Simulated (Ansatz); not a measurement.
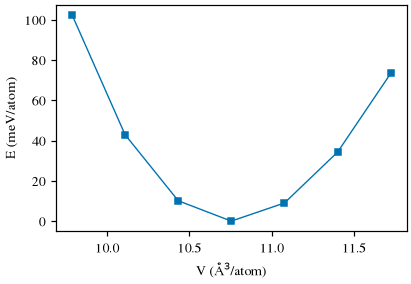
Figure. BIr in space group P-6m2 (No. 187; B on 1b, Ir on 1e) under volume change, r²SCAN (plane waves, PAW; program Ansatz), shape and atoms relaxed at each volume.

**Question.** What does a third-order Birch–Murnaghan fit give for V₀, B₀ and B′?

**Answer.** V₀ = 10.75 Å³/atom, B₀ = 316 GPa, B′ = 4.6.

The workflow started from a Materials Project entry (that database holds measured and hypothetical structures alike); the Crystallography Open Database copy checked does not list it. Whether it is the stable phase at ambient conditions was not checked. Symmetry was held in the r²SCAN relaxation. At this level the phase is mechanically unstable. The run is not spin-polarised. Scalar-relativistic: spin–orbit coupling is off unless named, which matters more the heavier the elements.

Potentials: the later of the program's two PAW sets.
